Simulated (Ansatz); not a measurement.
# Hypothetical rock salt WGe under a change: x(Pb) = 0.75, 8 atoms, I4/mmm

The reference is WGe in the rock salt structure (space group Fm-3m, No. 225; a = 5.098 Å; a hypothetical phase, not in the database extracts checked).

The other end (x = 1) is PbW in the rock salt structure (space group Fm-3m, No. 225; a hypothetical phase, not in the database extracts checked): 21.88 Å³/atom, gap zero; this end may not be an ambient phase.

It is then changed as follows: Pb replaces 75.0 % of the Ge, ordered in a cell of 8 atoms (starting symmetry I4/mmm) and fully relaxed.

Computed with PBEsol (Ansatz, a first-principles code; PAW; 420 eV plane waves; scalar-relativistic without spin-orbit coupling). Γ-centred 12×12×12 mesh, Fermi–Dirac width 0.05 eV, for the changed cell.

```json
[
 {"quantity": "shortest interatomic distance", "base": "2.549 Å", "changed": "2.363 Å", "shift": "-0.186 Å"},
 {"quantity": "band gap", "base": "zero", "changed": "zero", "shift": "–"},
 {"quantity": "mixing energy (to 0.01 eV only: unlike meshes or grids) (against an end that may be hypothetical)", "base": "–", "changed": "0.00 eV/atom", "shift": "–"},
 {"quantity": "deviation of the volume from the linear (Vegard-type) interpolation", "base": "–", "changed": "+1.9 %", "shift": "–"}
]
```

Final structure:

```xyz
8
Lattice="-2.7184 2.7184 5.6664 2.7184 -2.7184 5.6664 2.7184 2.7184 -5.6664" Properties=species:S:1:pos:R:3 pbc="T T T"
Pb     0.0000     2.7184     2.8332
Pb     2.7184     0.0000     2.8332
Ge     0.0000     0.0000     0.0000
Pb     0.0000     0.0000     5.6664
W      0.0000     2.7184     0.0000
W      2.7184     0.0000     0.0000
W      0.0000     0.0000     8.9700
W      0.0000     0.0000     2.3628
```

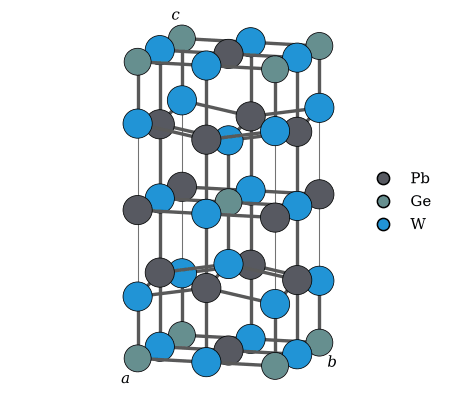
Fig. 1. The relaxed conventional cell after the change

Each cell is one ordered arrangement of few atoms, which overstates ordering effects compared with a random alloy. Whether these cells are dynamically stable was not tested. All final runs are without spin polarisation. Pb3W4Ge, WGe and PbW have a high density of states at the Fermi level and may be magnetic at this level.
